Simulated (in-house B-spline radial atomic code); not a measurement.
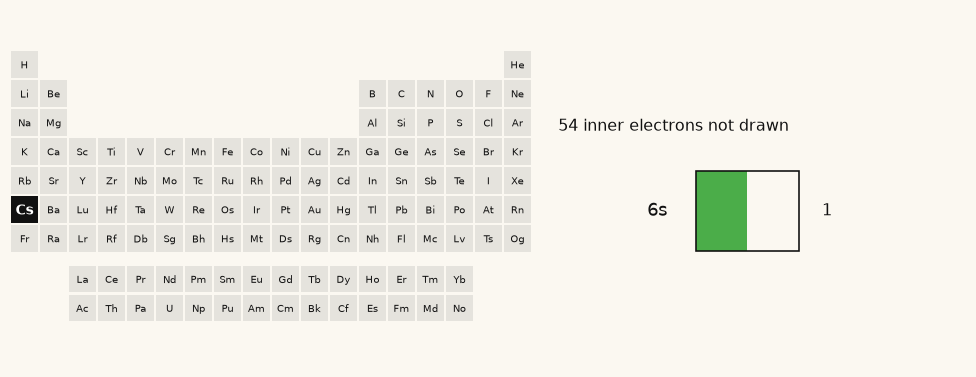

Fig. 1: Left, the place of caesium in the periodic table; right, the outer shells as the input fills them: a box for each of the 2l + 1 orbitals, shaded by the share of the shell that is filled, with the electron count at the right.

RPA and GW calculation, with input and output: Cs

System: Cs, configuration [Xe] 6s1, inside a hard wall of radius 3 bohr.
Method: RPA, second-order and SOSEX correlation energies and G0W0 (contour deformation) on a scalar-relativistic (spin-free one-electron X2C) mean field, all electrons, B-spline basis (in-house B-spline radial atomic code).

### What the run reported

- outcome: refused by the program
- hardware: 1 CPU thread, shared host

### Diagnosis

The program refused the input; the driver noted: an empty level lies below or at an occupied one.

### Input file
```
Z = 55
electrons = 55.0
configuration = [Xe] 6s1
hamiltonian = x2c
method = pbe0
lmax = 9
wall_radius = 3
rms_radius = 4.8041
spin_polarised = True
box_radius = 3
intervals = 62
```

Launched within a batch (the task file carries these settings):
```bash
python <driver script> task.json out
```

The program writes its results to a structured record and prints no log; tables and figures of this report are taken from that record.
